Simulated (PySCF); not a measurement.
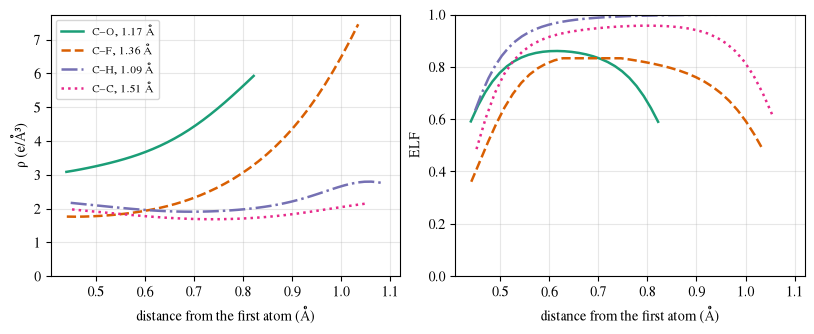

Figure. C6H7FO2 (charge +1, doublet). Total electron density and ELF along straight lines between neighbouring atoms. The curves leave out the atomic cores.

Geometry: GFN2-xTB.

Theory: PySCF, UKS B3LYP, pcH-1 on C F H O, non-relativistic, mean-field spin-orbit, GIAO.

```xyz
16

C     1.9363    0.2131   -0.1630
C     0.5187   -0.0020   -0.6687
C    -0.3472    1.2101   -0.2363
O    -0.1133    2.3460   -0.4434
C    -1.5447    0.6962    0.5366
C    -1.2952   -0.7587    0.8339
O    -1.8507   -1.4321    1.6189
C    -0.1624   -1.2491   -0.1593
F    -0.8163   -1.9151   -1.1446
H     2.3000    1.1896   -0.4774
H     2.5839   -0.5633   -0.5742
H     2.0106    0.1514    0.9229
H     0.4940    0.0136   -1.7682
H    -2.4474    0.7889   -0.0882
H    -1.7568    1.2879    1.4359
H     0.4829   -1.9676    0.3639
```

**What kind of bonding do the profiles show?**

C–O (1.17 Å): ρ is about 3.6 e/Å³ halfway; the ELF peaks at about 0.85 between the atoms; a multiple bond.
C–F (1.36 Å): the density is about 2.2 e/Å³ at the midpoint, with its minimum of 1.8 e/Å³ about 0.5 Å from C; the ELF peaks at about 0.85 between the atoms (a shared but strongly polarised pair).
C–H (1.09 Å): ρ is about 2 e/Å³ halfway; the ELF climbs to about 1 towards the hydrogen, as it does in any bond to H: a covalent bond by its length.
C–C (1.51 Å): ρ at the midpoint is about 1.7 e/Å³; the ELF peaks at about 0.95 between the atoms, as expected for localised, covalent bonding.
